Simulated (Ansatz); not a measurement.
# CdPb2: relaxing a made-up structure, part 2 of 2

Starting from a made-up structure for CdPb2, the aim is the relaxed cell, its shortest contacts and, where a second run follows, its electronic structure.

Ansatz 0.2.0; DFT, PBE, plane-wave PAW, files of the set soft_1, scalar-relativistic, no spin, cell and ions relaxed at zero pressure; PAW set soft_1 (the session's first sound run).

So far: Set-up; Relaxation of the guess. The relaxed cell has a = 5.103, c = 12.863 Å (conventional setting).

### Step 3. Electronic structure of the relaxed cell

A second self-consistent run takes a narrower smearing and the mesh shown in its input; the bands follow along the standard path of the relaxed lattice.

This step: DFT, PBE, plane-wave PAW, files of the set soft_1, scalar-relativistic, no spin, bands and density of states at the relaxed cell; PAW set soft_1 (Ansatz 0.2.0).

input.yaml

```yaml
crystal:
  lattice:
    - [2.551287541, 1.4729865484, 4.2877499755]
    - [-2.551287541, 1.4729865484, 4.2877499755]
    - [0.0, -2.9459730972, 4.2877499753]
  atoms:
    - { symbol: Pb, position: [0.2465221362, 0.2465221362, 0.2465221362] }
    - { symbol: Pb, position: [0.7534778638, 0.7534778638, 0.7534778638] }
    - { symbol: Cd, position: [0.0, 0.0, 0.0] }
kpoints:
  mp_grid: { grid: [8, 8, 8] }
  band_path:
    path:
      - [[0.0, 0.0, 0.0], [0.5, 0.0, 0.0], [0.5, 0.2453436, -0.2453436]]
      - [[0.7546564, 0.5, 0.2453436], [0.5, 0.5, 0.5], [0.0, 0.0, 0.0], [0.3726718, 0.0, -0.3726718]]
      - [[0.6273282, 0.3726718, 0.0], [0.5, 0.5, 0.0], [0.6273282, 0.6273282, 0.2453436], [0.5, 0.5, 0.5]]
      - [[0.5, 0.0, 0.0], [0.7546564, 0.3726718, 0.3726718]]
    npoints: 8
scf:
  occupations: { method: fermi_dirac, width: 0.03 }
  n_extra_bands: 7
hamiltonian:
  xc: pbe
  pseudopotentials: { kind: paw, azcp: { folder: soft_1 } }
output:
  forces: true
  stress: true
  write_bands: true
  dos: { projected: true }
  write_density: true
  write_potential: true
  elf: true
  volumetric_format: npy
```

The run is started by

```
$ ansatz run input.yaml --threads 4 --pin off --max-ram 10240MiB --backend cpu --events-out ev --progress --plain --runs-dir out
```

Numbers of over 12 decimals in the logs are rounded to 6 here.

Log:

```text
[...]
Crystal: 3 atoms, lattice volume = 96.681 Å³
Basis set: ecut = 420 eV, 1887 PW (Γ), exchange–correlation on 72×72×72 points (8 copies of the dense FFT grid, shifted against one another)
Bands: 31, of which v1, the nominal top of the filled ones, is band 24 counted from 1 (23 counted from 0)
Symmetry: 12 space group operations
[...]
k-points: 65 of 512
[...]
SCF iter   1: F=—  HF=-32072.760698 eV  |F-HF|=—  |Δ(HF+E_count)|=         —  Δρ=3.55e-2  dr2=2.20e0  ethr=3.10e-3  ⟨swp⟩=7.8  Hψ=9370  notcnv=0
[...]
SCF iter   8: F=-32071.949796 eV  HF=-32071.949796 eV  |F-HF|=5.14e-8  |Δ(HF+E_count)|=   3.85e-8  Δρ=7.89e-6  dr2=7.84e-8  ethr=2.08e-10  ⟨swp⟩=15.9  Hψ=16576  notcnv=0
SCF 1 converged in 8 iterations: F = -32071.949796 eV  dr2 = 7.84e-8
[...]
NSCF: frozen V_eff on 76 k-points
SCF converged after 8 iterations
Free energy (F): -32071.949796 eV
[...]
Internal energy: -32071.943732 eV  (E = F + TS)
E sigma→0 (E₀):  -32071.946764 eV
Entropy (-TS):   -0.006064 eV (-2.021 meV/atom)
Fermi energy:    9.513070 eV
[...]
--- Forces (eV/Å), atoms counted from 1 ---
  atom   1  Pb     0.00000000     0.00000000    -0.03700238
  atom   2  Pb    -0.00000000    -0.00000000     0.03700238
  atom   3  Cd     0.00000000     0.00000000    -0.00000000
  max |Σ_I F_I| component: 2.08e-17 eV/Å
--- Stress (GPa, compression-positive) ---
       -0.000821       0.000000       0.000000
        0.000000      -0.000821      -0.000000
       -0.000000      -0.000000       0.286280
  P = ⅓ Tr σ = 0.0949 GPa (0.949 kbar)
--- Band table (eV; the first three rows and the last of 65) ---
  k-point 0: bands = [... 20 lower, 3.3735, 9.3272, 9.5919, 9.5919, 10.4105, 11.0696, 11.2827, 11.2827, ... 3 higher]
  k-point 1: bands = [... 20 lower, 3.2648, 8.8549, 9.2570, 9.4842, 9.8832, 11.0994, 11.1862, 12.5635, ... 3 higher]
  k-point 2: bands = [... 20 lower, 2.8728, 7.8226, 9.0877, 9.3048, 9.6889, 10.8154, 10.8888, 13.0073, ... 3 higher]
  k-point 64: bands = [... 20 lower, 1.6246, 7.1775, 9.1061, 9.1061, 9.7036, 10.5299, 10.5299, 14.8841, ... 3 higher]
```

It took 6 s on 4 threads of Arm Neoverse V1, shared host; peak memory 0.48 GiB.

In the SCF lines HF is the Harris–Foulkes energy and dr2 the Hartree energy of the density residual, in eV; the loop may stop once dr2 is under the threshold and the program's other checks hold. Hψ counts applications of the Hamiltonian.

Numbers from this step:

| Item | Value |
| --- | --- |
| free energy | -32071.9498 eV |
| energy at zero smearing | -32071.9468 eV |
| smearing term TS | 0.006064 eV |
| Fermi energy | 9.513 eV |
| pressure | 0.09488 GPa |

bands.tsv at the labelled points (eV, zero at the Fermi level; the bands that come nearest the Fermi level along the path):

```
point  band 21  band 22  band 23  band 24  band 25  band 26  band 27  band 28
    Γ    -6.14    -0.19     0.08     0.08     0.90     1.56     1.77     1.77
    L    -7.90    -2.37    -0.62    -0.31    -0.09     0.68     0.88     5.23
   B1    -7.72    -4.66    -2.92     0.19     0.27     2.85     4.25     4.97
    B    -7.72    -4.66    -2.92     0.19     0.27     2.85     4.25     4.97
    Z    -7.89    -2.34    -0.41    -0.41     0.19     1.02     1.02     5.37
    Γ    -6.14    -0.19     0.08     0.08     0.90     1.56     1.77     1.77
    X    -7.45    -4.52    -2.00    -1.98     2.24     2.57     3.25     5.19
    Q    -7.45    -4.52    -2.00    -1.98     2.24     2.57     3.25     5.19
    F    -6.68    -4.82    -2.46    -2.30     1.08     4.55     4.60     5.60
   P1    -7.43    -4.60    -1.93    -1.89     2.30     2.43     3.35     5.15
    Z    -7.89    -2.34    -0.41    -0.41     0.19     1.02     1.02     5.37
    L    -7.90    -2.37    -0.62    -0.31    -0.09     0.68     0.88     5.23
    P    -7.43    -4.60    -1.93    -1.89     2.30     2.43     3.35     5.15
```

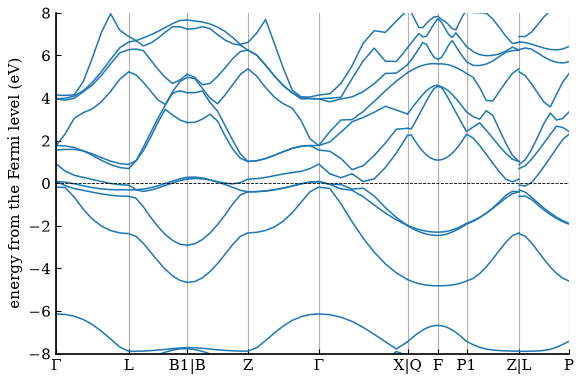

Bands along the path. 19 bands lie wholly below the window drawn.

Counts of states for the cell as run, both spins, by energy window (eV from the Fermi level):

```
from  to  total
  -8  -7   1.35
  -7  -6   0.68
  -6  -5   0.00
  -5  -4   0.63
  -4  -3   0.74
  -3  -2   1.21
  -2  -1   1.64
  -1   0   1.78
   0   1   1.22
   1   2   1.68
   2   3   2.04
   3   4   1.96
```

Below -8 eV lie 40.0 more states.

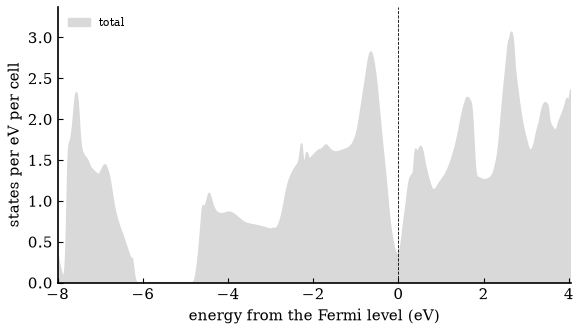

Total density of states, smoothed over about 0.04 eV.

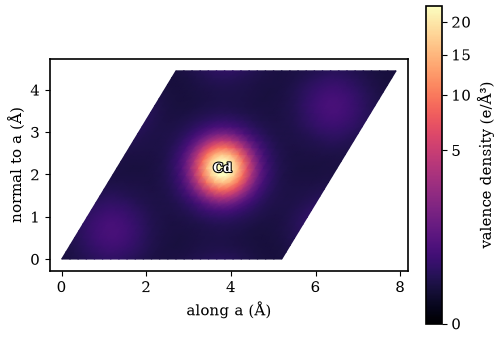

Valence density in the ac plane of the cell as run, not the conventional one, at fractional y = 0.000, with atoms of Cd within 0.2 Å of it. It is the smooth field of the valence electrons, not physical close to the nuclei. The map starts off the cell's origin, so that atoms lie inside it. The colour scale is stretched toward low values.

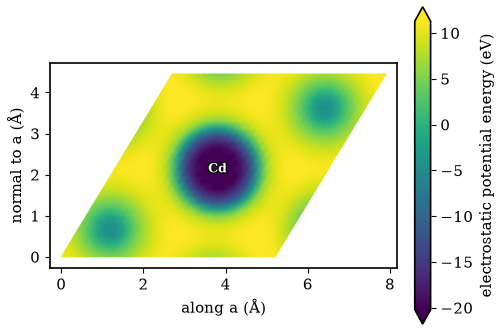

Electrostatic potential energy in the ac plane of the cell as run, not the conventional one, at fractional y = 0.000, with atoms of Cd within 0.2 Å of it. With pseudopotentials it is smooth inside the atoms' cores, unlike the true potential. The map starts off the cell's origin, so that atoms lie inside it.

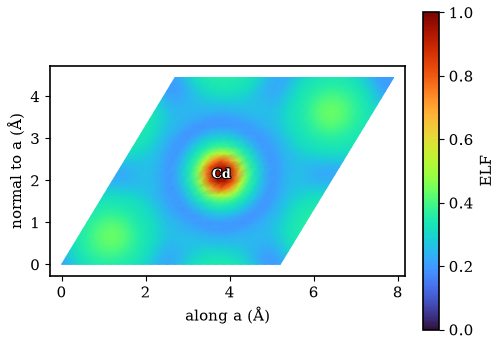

ELF in the ac plane of the cell as run, not the conventional one, at fractional y = 0.000, with atoms of Cd within 0.2 Å of it. It is the smooth field of the valence electrons, not physical close to the nuclei. The map starts off the cell's origin, so that atoms lie inside it.

### Step 4. Outcome

| Property | Result |
| --- | --- |
| space group, relaxed | R-3m |
| conventional cell | a = 5.103, b = 5.103, c = 12.863 Å; α = 90.0°, β = 90.0°, γ = 120.0° |
| volume per atom | 32.23 Å³ (guess 29.83) |

What this shows: CdPb2 relaxes to R-3m with a = 5.103, b = 5.103 and c = 12.863 Å. The guessed volume was 7 % too small. The space group R-3m was held in the relaxation, so the end point is a stationary structure within it and may be a saddle against distortions or other arrangements. Bands cross the Fermi level, so it is a metal or semimetal at this level. On the 8×8×8 mesh with the narrower smearing (relaxed on 7×7×7) the largest force component is 0.037 eV/Å and the largest stress component is 0.286 GPa, against the relaxation's thresholds of 0.015 eV/Å and 0.05 GPa. The cutoff wasn't tested. A vector of the cell changed its length by 17 %, more than the volume shows. Spin-orbit coupling is left out, which can matter for elements this heavy. No dispersion term is used, so weakly bound directions may come out too long. Nothing here tests whether the compound is stable against decomposition.

[Logs are printed without paths, hosts, clocks, repeated set-up lines and the standing remarks that a program may print on its own settings, such as how far it seeks lower states.]

[Hosts, paths, dates, database ids (printed as entryN), source tags and the programs' standing remarks are cut or masked in the printed files.]
